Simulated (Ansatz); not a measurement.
## LaTl3 (Cu3Au type): frozen-phonon scan

LaTl3 (Cu3Au type)

```xyz
8
Lattice="9.4759 0.0000 0.0000 0.0000 4.7379 0.0000 0.0000 0.0000 4.7379" Properties=species:S:1:pos:R:3 pbc="T T T"
La     0.0000     0.0000     0.0000
La     4.7379     0.0000     0.0000
Tl     0.0000     2.3690     2.3690
Tl     4.7379     2.3690     2.3690
Tl     2.3690     0.0000     2.3690
Tl     7.1069     0.0000     2.3690
Tl     2.3690     2.3690     0.0000
Tl     7.1069     2.3690     0.0000
```

The atoms are displaced by Q × the pattern below (from a DFPT mode at X = (0.5, 0.0, 0.0), largest move 1; Q in Å), at fixed cell. (q is in reciprocal vectors of the primitive cell; the cell shown is doubled to hold the pattern.)

| atom | x | y | z |
|---|---|---|---|
| Tl5 | -1.000 | 0.000 | 0.000 |
| Tl6 | 1.000 | 0.000 | 0.000 |
| Tl7 | 1.000 | 0.000 | 0.000 |
| Tl8 | -1.000 | 0.000 | 0.000 |

Atoms not listed stay in place.

Calculation: LDA (plane waves to 420 eV, PAW, scalar-relativistic; Ansatz, an electronic-structure program). k mesh 5×10×10 (Γ-centred), Fermi-Dirac smearing 0.05 eV. E stands for the smeared free energy. With partly filled bands, energies and forces of such displacements shift with the k mesh and the smearing. LaTl3 is run without spin polarisation. LaTl3 was relaxed with its symmetry unable to fall. Spin-orbit coupling is left out, though Tl is heavy. ΔE is measured from the undisplaced structure.

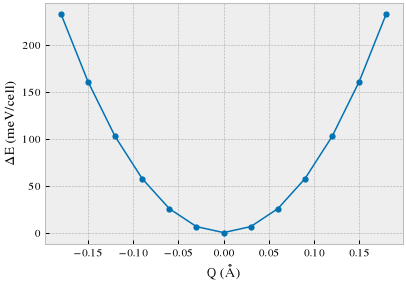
Figure. ΔE (meV/cell) against Q (Å); one marker a computed point.

The energy at Q = 0.180 Å comes out as 233 meV/cell. Harmonic wavenumber from the curvature (finite differences): 69 cm⁻¹. Symmetry of the curve: even: the same for both signs. Shape of the curve: a single well with its minimum at or next to zero displacement. Space group of the distorted cell: P4_2/mmc (No. 131), lowered from Pm-3m.

E″ = 14.12 eV/Å², M = Σ mᵢ|uᵢ|² = 817.5 u, ν̃ = 521.5·√(|E″|/M).

(A displaced cell: forces are minus the slopes of the energy, force constants its curvatures, and phonons follow from these.)
